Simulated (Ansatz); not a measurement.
```yaml
atoms:
  - { symbol: O, position_ang: [1.0784, 1.1923, -0.7715] }
  - { symbol: C, position_ang: [0.3767, 0.2878, -0.2881] }
  - { symbol: Si, position_ang: [-0.8908, -0.3922, 0.7229] }
  - { symbol: H, position_ang: [1.7747, 0.8879, -1.4251] }
  - { symbol: H, position_ang: [-2.0400, -0.8448, -0.1146] }
  - { symbol: H, position_ang: [-0.2989, -1.1311, 1.8764] }
```

Theory: RKS PBE/def2-SVP in Ansatz 0.2.0.

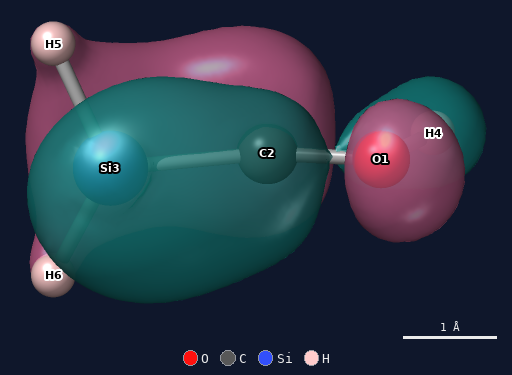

CH$_{3}$OSi (charge +1). The HOMO at ±0.1 Å⁻³ᐟ² (teal and pink are the two phases), seen at a tilt.

What is the character of this orbital?

By Hirshfeld shares it lies mainly on C2 (about 40 %), Si3 (about 40 %) and O1 (about 10 %). Its energy is −11.87 eV.
